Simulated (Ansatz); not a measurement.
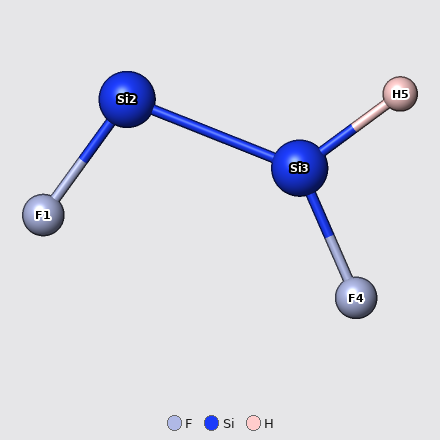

The system is F2HSi2, SMILES F[Si-]=[SiH]F, charge −1; the picture shows the reference structure. 
- First axis: bond length F1–Si2. Second axis: angle Si3–Si2–F1.
- Nothing is relaxed (all other coordinates rigid).
- The scan uses a 15 × 15 grid.
- Points are written as (first, second).
- Energies are in kcal/mol, from the lowest grid point.
- The reference is spin-restricted, which grows unreliable where a bond is stretched far.
- Level of theory: RHF/def2-SVPD in Ansatz 0.2.0.

Its coordinates:

```yaml
atoms:
  - { symbol: F, position_ang: [-0.2229, -1.4890, 1.9363] }
  - { symbol: Si, position_ang: [-0.0860, 0.1819, 1.6425] }
  - { symbol: Si, position_ang: [0.0580, 0.3576, -0.5424] }
  - { symbol: F, position_ang: [0.0573, -0.7265, -1.8101] }
  - { symbol: H, position_ang: [0.1936, 1.6760, -1.2264] }
```

Range: bond length F1–Si2 from 1.396 to 2.553 Å; angle Si3–Si2–F1 from 59.8 to 149.8°.

Question: Predict the map.

Answer: The lowest grid point is at (1.726 Å, 104.8°). No other kind of well shows on this grid. The highest grid point, (1.396 Å, 59.8°), lies 124.1 kcal/mol above the lowest. Round the minimum the valley is somewhat tilted: raising bond length F1–Si2 shifts the best value of angle Si3–Si2–F1 downwards (coupling k₁₂/√(k₁₁k₂₂) about 0.2).

| angle Si3–Si2–F1 ↓, bond length F1–Si2 → | 1.396 | 1.478 | 1.561 | 1.644 | 1.726 | 1.809 | 1.892 | 1.974 | 2.057 | 2.140 | 2.222 | 2.305 | 2.388 | 2.470 | 2.553 |
| --- | --- | --- | --- | --- | --- | --- | --- | --- | --- | --- | --- | --- | --- | --- | --- |
| 149.8 | 69.2 | 46.9 | 35.3 | 30.7 | 30.5 | 33.0 | 36.8 | 41.2 | 45.8 | 50.1 | 54.0 | 57.6 | 60.8 | 63.6 | 66.0 |
| 143.4 | 61.9 | 39.5 | 27.8 | 23.3 | 23.1 | 25.7 | 29.8 | 34.5 | 39.4 | 44.2 | 48.6 | 52.7 | 56.4 | 59.6 | 62.5 |
| 136.9 | 55.5 | 33.0 | 21.2 | 16.6 | 16.5 | 19.2 | 23.4 | 28.4 | 33.6 | 38.8 | 43.5 | 48.0 | 52.1 | 55.7 | 59.0 |
| 130.5 | 50.3 | 27.6 | 15.7 | 11.1 | 11.0 | 13.7 | 18.0 | 23.1 | 28.6 | 34.0 | 39.1 | 43.9 | 48.3 | 52.2 | 55.8 |
| 124.1 | 46.3 | 23.4 | 11.4 | 6.6 | 6.4 | 9.1 | 13.5 | 18.7 | 24.3 | 29.9 | 35.2 | 40.3 | 44.9 | 49.1 | 52.9 |
| 117.7 | 43.7 | 20.5 | 8.3 | 3.3 | 3.0 | 5.7 | 10.0 | 15.3 | 20.9 | 26.6 | 32.1 | 37.3 | 42.1 | 46.5 | 50.5 |
| 111.2 | 42.6 | 19.1 | 6.5 | 1.3 | 0.8 | 3.3 | 7.6 | 12.8 | 18.4 | 24.2 | 29.7 | 35.0 | 39.9 | 44.4 | 48.5 |
| 104.8 | 43.4 | 19.4 | 6.4 | 0.8 | 0.0 | 2.2 | 6.3 | 11.3 | 16.9 | 22.6 | 28.1 | 33.4 | 38.4 | 42.9 | 47.1 |
| 98.4 | 46.2 | 21.7 | 8.0 | 1.9 | 0.7 | 2.5 | 6.2 | 11.0 | 16.4 | 21.9 | 27.3 | 32.5 | 37.5 | 42.0 | 46.2 |
| 91.9 | 51.5 | 26.1 | 11.7 | 4.9 | 3.0 | 4.3 | 7.5 | 11.9 | 16.9 | 22.2 | 27.3 | 32.4 | 37.2 | 41.7 | 45.9 |
| 85.5 | 59.4 | 33.0 | 17.7 | 9.9 | 7.2 | 7.7 | 10.2 | 14.0 | 18.5 | 23.4 | 28.2 | 33.0 | 37.6 | 41.9 | 45.9 |
| 79.1 | 70.4 | 42.8 | 26.2 | 17.2 | 13.3 | 12.8 | 14.5 | 17.4 | 21.3 | 25.5 | 29.9 | 34.2 | 38.5 | 42.5 | 46.4 |
| 72.7 | 84.9 | 55.7 | 37.5 | 26.9 | 21.7 | 19.8 | 20.3 | 22.2 | 25.1 | 28.6 | 32.3 | 36.1 | 40.0 | 43.7 | 47.3 |
| 66.2 | 103.0 | 71.9 | 51.7 | 39.3 | 32.2 | 28.7 | 27.7 | 28.3 | 30.1 | 32.6 | 35.6 | 38.8 | 42.2 | 45.5 | 48.9 |
| 59.8 | 124.1 | 90.8 | 68.3 | 53.6 | 44.5 | 39.0 | 36.4 | 35.6 | 36.3 | 37.9 | 40.1 | 42.9 | 45.9 | 49.1 | 52.4 |

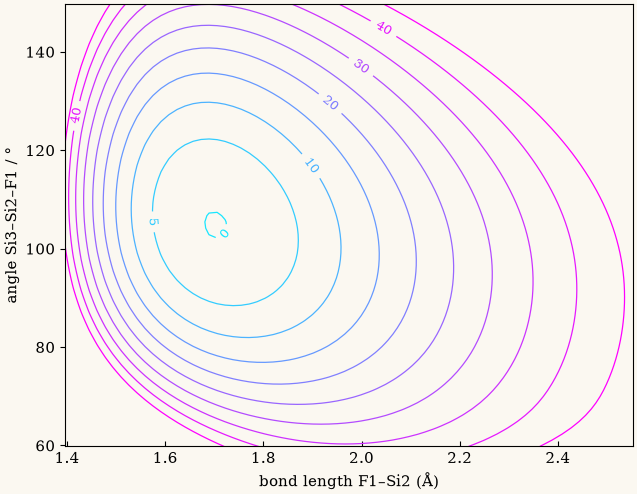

The picture shows contour lines labelled in kcal/mol (none above 45). Between grid points the surface is interpolated.

Time for the 225 points that were run: 12 min on 1 thread of Arm Neoverse N1, with other jobs on the host.
